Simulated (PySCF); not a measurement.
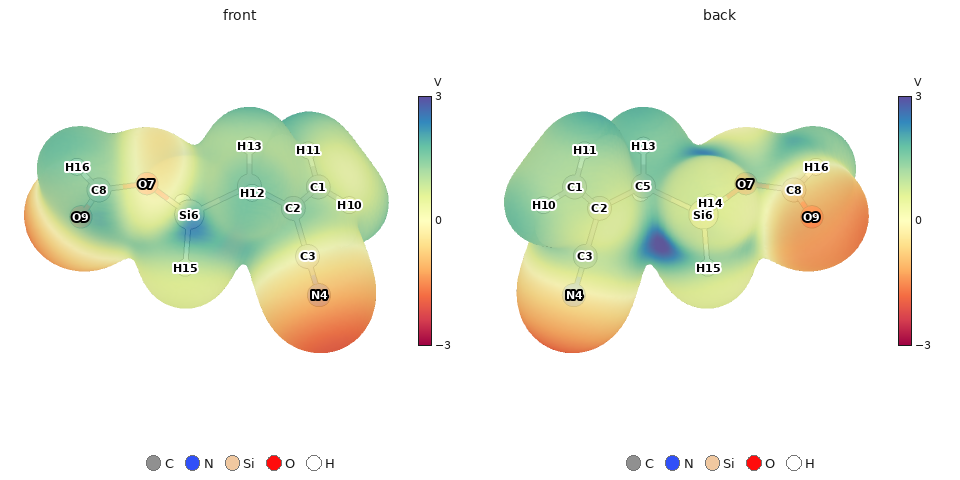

The picture shows: C$_{5}$H$_{7}$NO$_{2}$Si (SMILES C=C(C#N)C[SiH2]OC=O). The electrostatic potential painted on the density surface at 0.004 e/bohr³, seen from the front and from behind; red is negative and blue positive.

Geometry: GFN2-xTB.

All numbers below come from B3LYP/def2-SVPD, SCF density, gas phase (PySCF 2.14.0).

```xyz
16

C    -2.5829    1.0244    0.3405
C    -1.8098   -0.0147    0.0286
C    -2.2603   -1.3285    0.3046
N    -2.6197   -2.3972    0.5115
C    -0.4510    0.0836   -0.5793
Si    0.8785   -0.1437    0.7666
O     2.2713    0.0222   -0.1428
C     3.4595    0.0034    0.4119
O     3.6705   -0.1124    1.5798
H    -3.5490    0.8954    0.7974
H    -2.2657    2.0341    0.1419
H    -0.3326   -0.6848   -1.3455
H    -0.3397    1.0551   -1.0625
H     0.8132    0.9306    1.7529
H     0.8577   -1.4717    1.3658
H     4.2525    0.1133   -0.3480
```

### Describe the electrostatic potential map.

The most negative region (about −1.9 V) lies over N4, the most positive (about +2.6 V) over Si6. N4 is the likeliest acceptor of a hydrogen bond.
